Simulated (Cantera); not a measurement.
Input: 1 mol Si, 25 mol HCl, 2.5 mol H2, at 10000 Pa.

Cantera equilibrium calculation (NASA polynomials, part measured and part estimated; ideal gas, pure solids and liquids). Candidate condensed phases: Si; 19 gas species. The tables' values for SiCl3 are old estimates; treat these amounts as uncertain. Equilibrium is a limit: real reactors are often held back by kinetics, nucleation or transport.

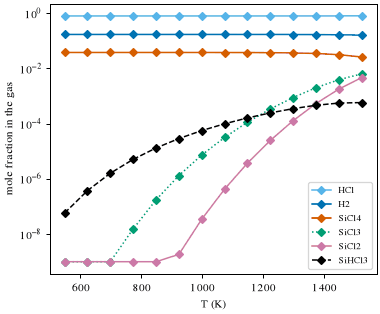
*Equilibrium gas composition (values under 1e-9 drawn at 1e-9)*

From 548 K to 1523 K nothing is condensed. The main Si-bearing gas is SiCl4 throughout.
